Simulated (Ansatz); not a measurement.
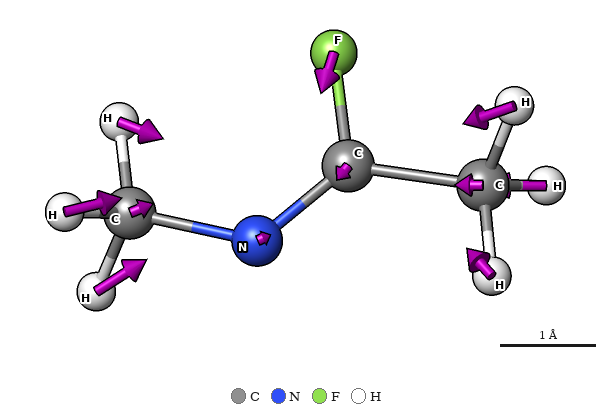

A relaxation of C3H6FN. The starting structure is drawn; purple arrows show the displacements, 20 times their true length. The two geometries are superimposed by the best rigid fit.

A ball-and-stick model, seen from a free direction.

The start comes from PBE-D4/def2-SVP.

Computed with Ansatz 0.2.0, RKS PBE0-D4/def2-TZVP. Set-up: force threshold 0.005 eV/Å; at most 150 steps.

What did the optimiser do to the structure, and how much energy did it gain?

After 5 geometry steps the energy has fallen by 0.054 eV. Largest force component: 1.2 eV/Å at the start, 0.00078 eV/Å at the end. The largest moves after the best rigid fit, 0.033 Å, are those of H atoms. By element the largest moves are H 0.033 Å, F 0.025 Å, C 0.016 Å, N 0.008 Å. Some distances before and after: C–N 1.262 → 1.244 Å, C–H 1.109 → 1.093 Å, C–F 1.377 → 1.361 Å, C–C 1.493 → 1.482 Å.
